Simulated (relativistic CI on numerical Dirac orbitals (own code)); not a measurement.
# Al⁺: one ion under different settings

How much do the settings matter for Al⁺? One ion, several inputs.

The numbers are computed with relativistic CI on numerical Dirac orbitals (own code) version 3 (Dirac-Coulomb-Breit CI, KLI orbitals optimised for each configuration, model QED (radiative potential, 1s self-energy scaled to tabulated hydrogen-like ionisation energies), numerical settings as typed), except any that are marked as measured or tabulated.

## (1) What is computed

- ion: Al⁺ (Al II)
- nuclear charge: 13
- electrons: 12
- isotope: A = 27

## (2) The usual input

The run's settings:

```ini
atom Al  Z=13  charge=1  electrons=12
nucleus A=27  rms_radius_fm=3.0610
hamiltonian dirac-coulomb  breit=on  qed=on  c_scale=1
orbitals kli  potential=per-configuration
slater_scale 1
correlation none
mixing on
grid step=0.0125 r_max=51.4
scf mixing=0.4 start=green max_iterations=150 tolerance=2e-08 node_fill=0.05
configurations
  [Ne] 3s2
  [Ne] 3s 3p
  [Ne] 3p2
end
```

Run with:

```sh
$ python run_levels.py task.json out
```

One command runs all members of the session, one after another, from task.json.

## (3) Slater scale 0.5, QED terms off

The settings differ from step 2 so:

```diff
@@ -2,5 +2,5 @@
 nucleus A=27  rms_radius_fm=3.0610
-hamiltonian dirac-coulomb  breit=on  qed=on  c_scale=1
+hamiltonian dirac-coulomb  breit=on  qed=off  c_scale=1
 orbitals kli  potential=per-configuration
-slater_scale 1
+slater_scale 0.5
 correlation none
```

## (4) End of the grid 35.98

The run's settings:

```ini
atom Al  Z=13  charge=1  electrons=12
nucleus A=27  rms_radius_fm=3.0610
hamiltonian dirac-coulomb  breit=on  qed=on  c_scale=1
orbitals kli  potential=per-configuration
slater_scale 1
correlation none
mixing on
grid step=0.0125 r_max=35.98
scf mixing=0.4 start=green max_iterations=150 tolerance=2e-08 node_fill=0.05
configurations
  [Ne] 3s2
  [Ne] 3s 3p
  [Ne] 3p2
end
```

## (5) Breit term off

The run's settings:

```ini
atom Al  Z=13  charge=1  electrons=12
nucleus A=27  rms_radius_fm=3.0610
hamiltonian dirac-coulomb  breit=off  qed=on  c_scale=1
orbitals kli  potential=per-configuration
slater_scale 1
correlation none
mixing on
grid step=0.0125 r_max=51.4
scf mixing=0.4 start=green max_iterations=150 tolerance=2e-08 node_fill=0.05
configurations
  [Ne] 3s2
  [Ne] 3s 3p
  [Ne] 3p2
end
```

## (6) QED terms off, grid step 0.006

The run's settings:

```ini
atom Al  Z=13  charge=1  electrons=12
nucleus A=27  rms_radius_fm=3.0610
hamiltonian dirac-coulomb  breit=on  qed=off  c_scale=1
orbitals kli  potential=per-configuration
slater_scale 1
correlation none
mixing on
grid step=0.006 r_max=51.4
scf mixing=0.4 start=green max_iterations=150 tolerance=2e-08 node_fill=0.05
configurations
  [Ne] 3s2
  [Ne] 3s 3p
  [Ne] 3p2
end
```

## (7) Potential mixing 1.8

The run's settings:

```ini
atom Al  Z=13  charge=1  electrons=12
nucleus A=27  rms_radius_fm=3.0610
hamiltonian dirac-coulomb  breit=on  qed=on  c_scale=1
orbitals kli  potential=per-configuration
slater_scale 1
correlation none
mixing on
grid step=0.0125 r_max=51.4
scf mixing=1.8 start=green max_iterations=97 tolerance=2e-08 node_fill=0.05
configurations
  [Ne] 3s2
  [Ne] 3s 3p
  [Ne] 3p2
end
```

## (8) Speed-of-light factor 0.4

The run's settings:

```ini
atom Al  Z=13  charge=1  electrons=12
nucleus A=27  rms_radius_fm=3.0610
hamiltonian dirac-coulomb  breit=on  qed=on  c_scale=0.4
orbitals kli  potential=per-configuration
slater_scale 1
correlation none
mixing on
grid step=0.0125 r_max=51.4
scf mixing=0.4 start=green max_iterations=57 tolerance=2e-08 node_fill=0.05
configurations
  [Ne] 3s2
  [Ne] 3s 3p
  [Ne] 3p2
end
```

(Steps that only read results are left out.)

Q: Predict the outcome of this session. Wanted: lowest level, usual settings; total energy; first excitation.

**Answer**, as computed:

| setting | total energy less usual (Ha) | largest shift of a level among the lowest eight of both runs, same label and place (cm⁻¹) | SCF iterations | time | lowest level | kind of change |
| --- | --- | --- | --- | --- | --- | --- |
| usual | 0 | 0 | 30 | 0.12 s | 3s2 1S0 | - |
| Slater scale 0.5, QED terms off | -0.00469 | 17200 | 30 | 0.082 s | 3s2 1S0 | model term |
| end of the grid 35.98 | 0 | 0 | 30 | 0.12 s | 3s2 1S0 | numerical |
| Breit term off | -0.0422 | 13.7 | 30 | 0.12 s | 3s2 1S0 | model term |
| QED terms off, grid step 0.006 | -0.0275 | 27.7 | 30 | 0.15 s | 3s2 1S0 | model term |
| potential mixing 1.8 | 0 | 0 | 37 | 0.14 s | 3s2 1S0 | extreme, harmless here |
| speed-of-light factor 0.4 | -2.22 | 3270 | 30 | 0.13 s | 3s2 1S0 | unsound |

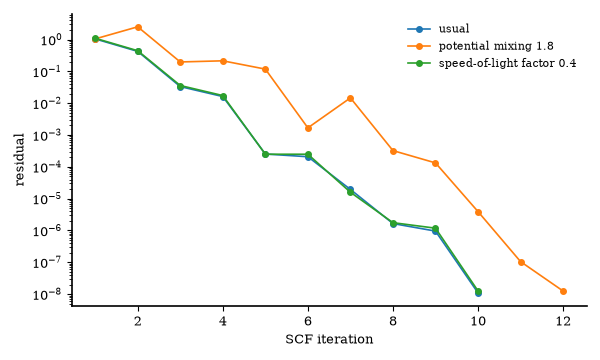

Residual of the first configuration's SCF.

| quantity | value |
| --- | --- |
| lowest level, usual settings | 3s2 1S0 |
| total energy | -242.0871 Ha |
| first excitation | 36267 cm⁻¹ |

Among the runs whose levels can be followed, they move most under «Slater scale 0.5, QED terms off» (model term), by up to 17200 cm⁻¹. No visible change in the result comes from «end of the grid 35.98» or «potential mixing 1.8». Only the listed configurations are in the model. In a near-neutral ion this small CI can misplace whole configurations by 10,000 cm⁻¹ or more.
